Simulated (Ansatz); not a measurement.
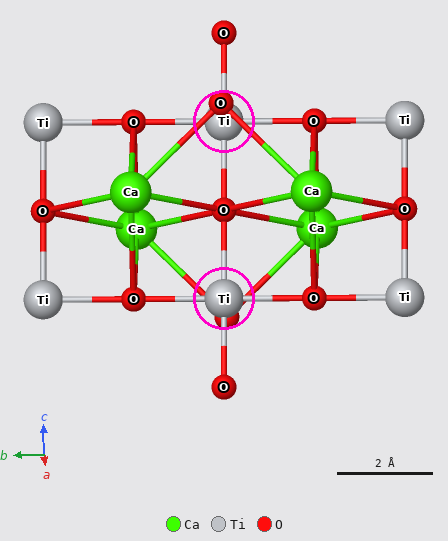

Perfect CaTiO₃. The picture is a ball-and-stick view of the atoms within 4.6 Å of one point, in a slice 4.2 Å thick across the line of sight, seen from a free direction.

All numbers below come from DFT, PBEsol, PAW, plane waves (Ansatz 0.2.0). (plane-wave cutoff 420 eV; k-point mesh 1 × 1 × 1; mesh shifted by (0.25, 0.25, 0.25); collinear spin) Fermi-Dirac smearing of 0.01 eV. The axes drawn are those of the host's conventional cell.

Two titanium atoms are replaced by copper, the two sites 3.8 Å apart at the ringed places, in charge state 0. The supercell has 40 sites, and the atoms are relaxed at the host's cell.

Predict the relaxed surroundings of the defect.

One site: in the host the Ti atom has 6 O at 1.92 Å; the Cu atom ends with 6 O at 1.94 to 1.97 Å. The other site: in the host the Ti atom has 6 O at 1.92 Å; the Cu atom ends with 6 O at 1.94 to 1.97 Å. Of the host's atoms, an oxygen atom moves furthest from its site, by 0.47 Å. The cell ends without a net magnetic moment.

The relaxed defect, seen from the same direction:

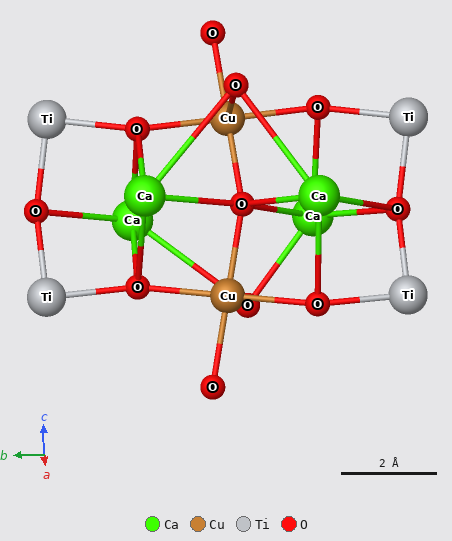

Limits of the set-up: the periodic images lie only 7.7 Å apart, so the values are limited by the cell's size.
